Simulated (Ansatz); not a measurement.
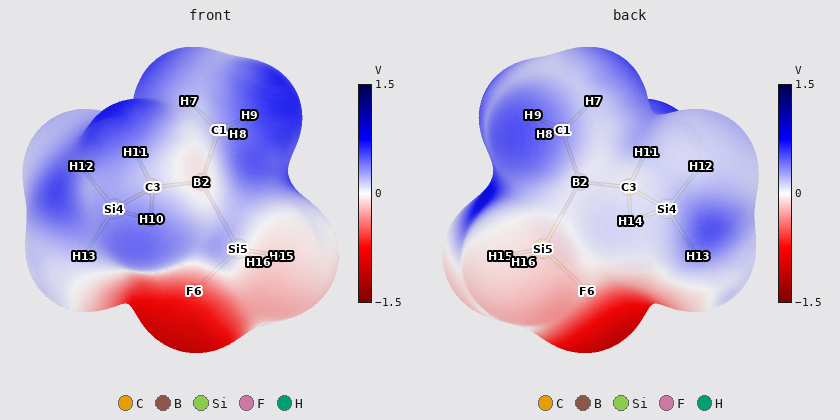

*C2H10BFSi2 (SMILES CB(C[SiH3])[SiH2]F). The electrostatic potential painted on the density surface at 0.001 e/bohr³, seen from the front and from behind; the colour scale runs from red (negative) to blue (positive).*

These are results of RKS LDA/def2-SVP in Ansatz 0.2.0, not measurements.

```xyz
16

C    -0.8408   -0.8896    1.5590
B    -0.1952    0.1556    0.6030
C     1.3176    0.2256    0.3364
Si    1.1590   -0.8681   -1.2145
Si   -1.2049    1.5200   -0.4667
F    -0.1404    1.9435   -1.6537
H    -0.1793   -1.7432    1.8239
H    -1.8347   -1.2698    1.2407
H    -1.0268   -0.3323    2.5116
H     1.7214    1.1944   -0.0242
H     1.9916   -0.2809    1.0592
H     1.6484   -2.2586   -0.9137
H     1.8719   -0.2809   -2.3973
H    -0.3107   -0.9946   -1.5655
H    -1.5264    2.7861    0.2960
H    -2.4736    1.0701   -1.1501
```

Where is the surface potential most negative and most positive?

The most negative region (about −1.0 V) lies over F6, the most positive (about +0.7 V) over Si5.
